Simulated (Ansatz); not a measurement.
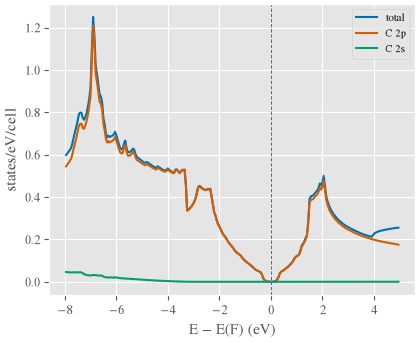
Figure. Total and projected density of states of C (rhombohedral graphite, R-3m), the program Ansatz at the r²SCAN level (PAW)

**Question.** Which orbitals carry the states next to the Fermi level?

**Answer.** Within 0.5 eV of the Fermi level: C 2p 99 %. Projections are on Löwdin-orthogonalised atomic valence shells; empty p or d shells of many metals are not among them.

**Question.** Where is the tallest occupied peak in this window, and what makes it?

**Answer.** Near -6.9 eV, about 1.2 states/eV per cell; the largest projected share is C 2p.

The start of the workflow was typed in or built on a structure type; the Crystallography Open Database files this formula in space group No. 166, but the cells were not matched. It is not the phase usual at ambient conditions (space group No. 194, 227). Symmetry was held in the r²SCAN relaxation; whether a distortion lowers the energy is not shown.

Potentials: the later of the program's two PAW sets.
